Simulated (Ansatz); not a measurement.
## Single-point calculation of GaH$_{2}$Cl$_{3}$

GaH$_{2}$Cl$_{3}$, computed with RKS PBE0-D4/def2-TZVPP (Ansatz 0.2.0).

The geometry is the product side of a reaction. The reaction was set up to form Ga1–Cl6 and H2–H5 and to break Ga1–H2 and H5–Cl6 (atoms counted from 1 in the order of the input); sticks are drawn by distance alone. The geometry comes from this level: PBE0-D4/def2-TZVP.

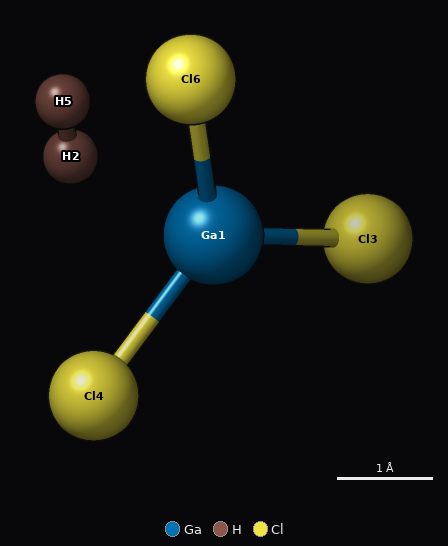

Fig. 1: The structure as given in the input (ball-and-stick view, seen at a tilt; atoms are numbered from 1 in the order of the input). Sticks mark near contacts. Bond lengths as drawn: Cl–Ga 2.12 Å and H–H 0.75 Å.

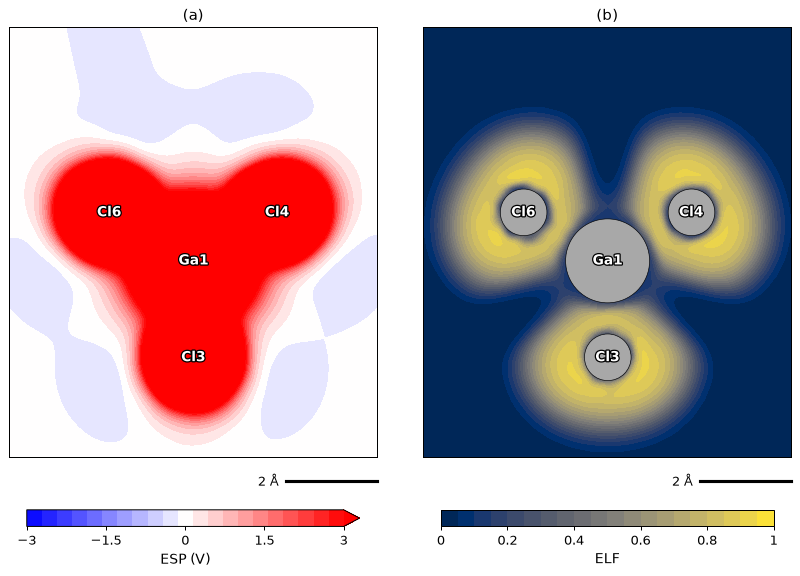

Fig. 2: (a) molecular electrostatic potential; (b) electron localisation function on the plane of atoms Cl4, Ga1 and Cl6. Grey discs, where drawn, cover atomic cores. The section cuts through Ga and Cl sites. Ga–Cl (2.12 Å): the ELF peaks at about 0.85 in the valence shell of Cl, 0.8 Å from its nucleus, and is about 0.55 at the midpoint.

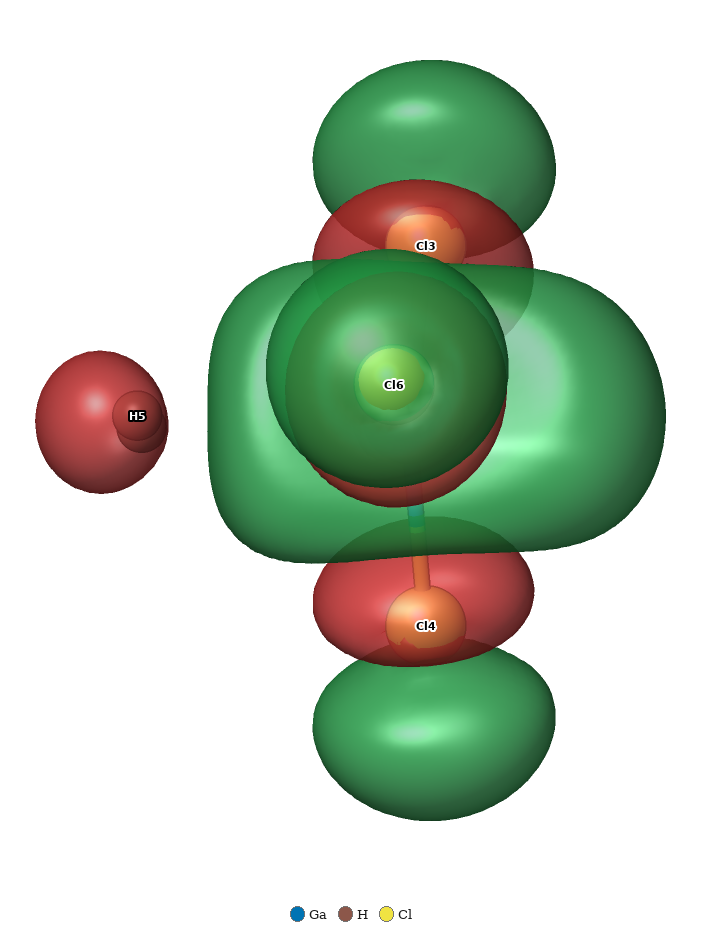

Fig. 3: One frontier orbital at ±0.06 Å⁻³ᐟ² (green and red are the two phases), seen from the side. The LUMO, at −1.74 eV. By Hirshfeld shares it lies mainly on Ga1 (40 %), Cl6 (20 %), Cl4 (20 %) and Cl3 (20 %).

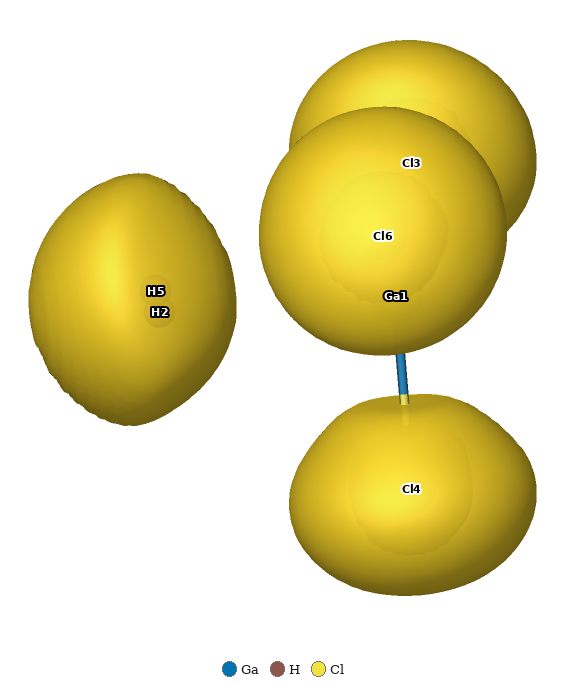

Fig. 4: Isosurface of the electron localisation function at 0.75 (yellow), seen from the side. Core shells and regions of very low density are left out. Along the contacts the grid gives the following. Ga–Cl (2.12 Å): the ELF peaks at about 0.85 in the valence shell of Cl, 0.8 Å from its nucleus, and is about 0.55 at the midpoint.

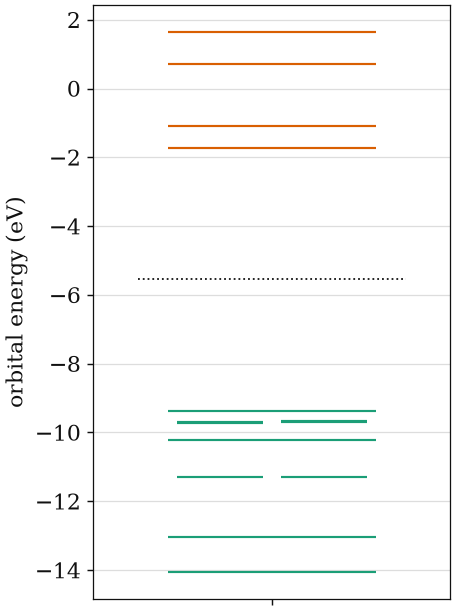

Fig. 5: Orbital energies near the frontier; the dotted line parts filled from empty levels, and levels within 0.02 eV of each other stand side by side. Highest filled −9.37 eV, lowest empty −1.74 eV, 7.63 eV apart.

The input that produced these results follows, with the program's output.

Input file
```yaml
crystal:
  periodic: [false, false, false]
  atoms:
    - {symbol: Ga, position_ang: [-0.802501, 0.021178, 0.154753]}
    - {symbol: H, position_ang: [1.672206, 0.223706, -0.591128]}
    - {symbol: Cl, position_ang: [-1.298100, -0.502711, -1.834189]}
    - {symbol: Cl, position_ang: [-0.738132, 2.059124, 0.719205]}
    - {symbol: H, position_ang: [1.746257, -0.312131, -0.069800]}
    - {symbol: Cl, position_ang: [-0.579830, -1.489166, 1.621258]}
basis:
  gaussian: {orbitals: def2-TZVPP}
hamiltonian: {xc: pbe0, dispersion: d4}
output: {orbitals: {seedname: orbitals}}
```

Launch command:
```bash
ansatz run in.yaml --threads 4 --pin off --events-out ev --progress --plain --max-ram 9574MiB
```

Output
```
Functional definition: PBE0
  name "PBE0"
  cite "Adamo & Barone, J. Chem. Phys. 110, 6158 (1999) doi:10.1063/1.478522"
  cite "Perdew, Burke & Ernzerhof, Phys. Rev. Lett. 77, 3865 (1996) doi:10.1103/PhysRevLett.77.3865"
  parent pbe
  parameter a = 0.25
  parameter kappa = 0.804
  parameter beta = 0.06672455060314922
  exchange = (1 - a)*pbe_x(kappa = kappa, mu = beta*pi^2/3) + a*exact_x
  correlation = pbe_c(beta = beta)
1506 factors; their error is unknown
mean field evaluation 1: about -89962.6237 eV, gradient 3.1e1 eV
mean field evaluation 2: about -89961.6298 eV, gradient 4.4e1 eV
mean field evaluation 4: about -89964.1199 eV, gradient 7.6e-1 eV
mean field evaluation 8: about -89964.4053 eV, gradient 2.1e-1 eV
mean field -89964.40535266 eV, -3306.1309166460 hartree, gradient 3.3e-5 eV, S^2 0.000000; 0 other end points of the search recorded, 0 dependent functions left out
reference -89964.40538234 eV, -3306.1309177367 hartree; 42, 42 occupied and 160, 160 virtual orbitals, 1506 factors
Total energy: -89964.57246145 eV, -3306.1370577807 hartree
```

Results in brief

```json
{"quantity": "outcome", "value": "converged"}
{"quantity": "total energy", "value": "−89964.5725 eV"}
{"quantity": "mean-field energy", "value": "−89964.4054 eV"}
{"quantity": "dispersion energy", "value": "−0.1671 eV"}
{"quantity": "SCF solution under orbital rotations", "value": "stable"}
{"quantity": "HOMO", "value": "−9.37 eV"}
{"quantity": "LUMO", "value": "−1.74 eV"}
{"quantity": "hardware", "value": "4 threads of Arm Neoverse V2, 23 GiB of memory available, shared host"}
{"quantity": "wall time", "value": "2.3 s (CPU time 8.4 s)"}
{"quantity": "peak memory", "value": "0.69 GiB"}
```
